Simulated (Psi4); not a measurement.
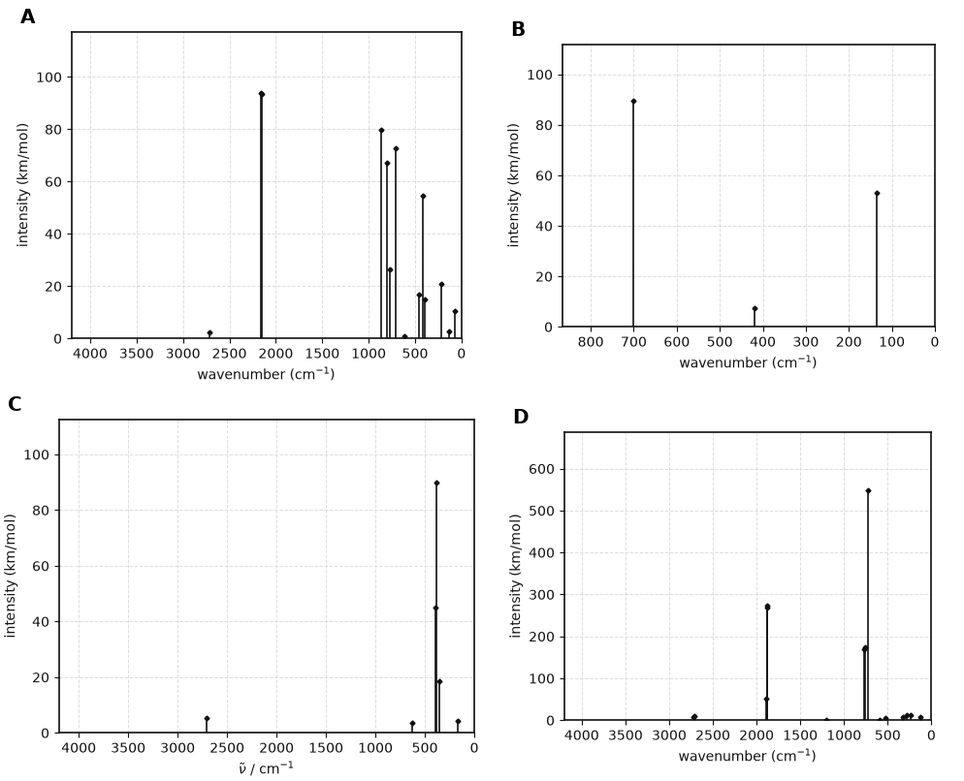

Unscaled harmonic wavenumbers and double-harmonic intensities, PBE0/def2-TZVP (dispersion D4) with Psi4, at a geometry relaxed at this level, isolated molecule. Modes within 2 cm⁻¹ of each other count as one line, with their intensities summed.

> Which panel belongs to which molecule?
1. ZnClF, SMILES [F][Zn][Cl], singlet
2. GeH₄S₂, SMILES [SH][GeH2][SH], singlet
3. GeHSCl, SMILES [SH][Ge][Cl], singlet
4. AlH₅S, SMILES [AlH3-][SH2+], singlet

A: 2 (most intense lines at 2164.6, 2147.7 and 862.7 cm⁻¹)
B: 1 (most intense lines at 701.0, 135.5 and 418.8 cm⁻¹)
C: 3 (most intense lines at 381.6, 392.6 and 351.2 cm⁻¹)
D: 4 (most intense lines at 721.2, 1881.6 and 1875.9 cm⁻¹)

Limits of at least one run: closed-shell singlet; other spin states weren't compared here.
